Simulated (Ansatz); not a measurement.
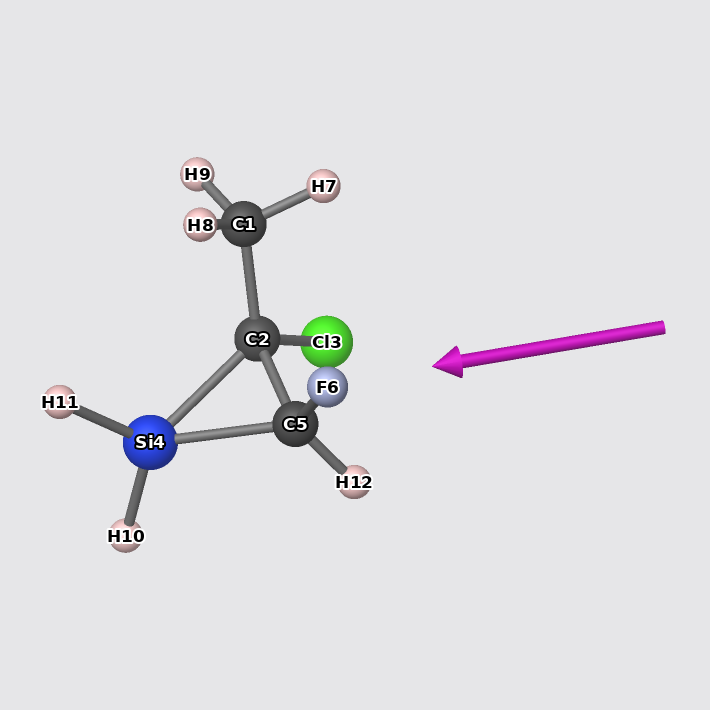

The arrow beside the molecule shows the direction of the dipole moment, from the negative to the positive end (its length means nothing). The geometry was computed by an optimisation with PBE0-D4/def2-TZVP. No frequency run is at hand to confirm it as a minimum. Level of theory: RKS r2SCAN-D4/def2-TZVPP (Ansatz 0.2.0).

Estimate the dipole moment.

Answer. 1.64 D; it points from the side of Cl3, H7 to the side of H11 (the outermost atoms at the two ends).
